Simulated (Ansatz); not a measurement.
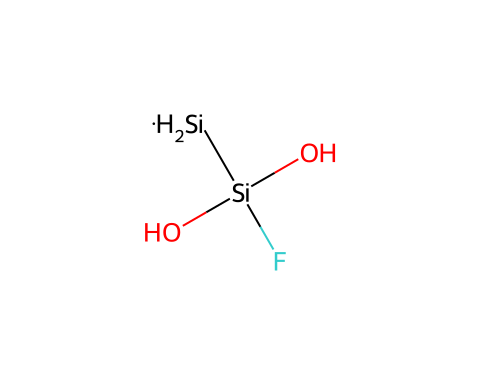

Structural formula above. State: neutral, doublet. The computed structure is the end point of a PBE-D4/def2-SVP optimisation. No frequency run is at hand to confirm it as a minimum.

What does the molecule look like in three dimensions?

Formula FH4O2Si2. SMILES: `O[Si](O)(F)[SiH2]`. It has no ring. Among its groups: Si–H bond, Si–O bond. The point group is C1. It is an open-shell species. Coordination, clear cases only: 2 O bent; 1 Si tetrahedral.

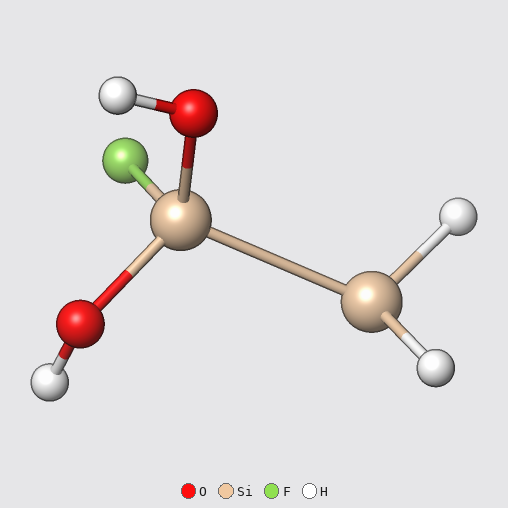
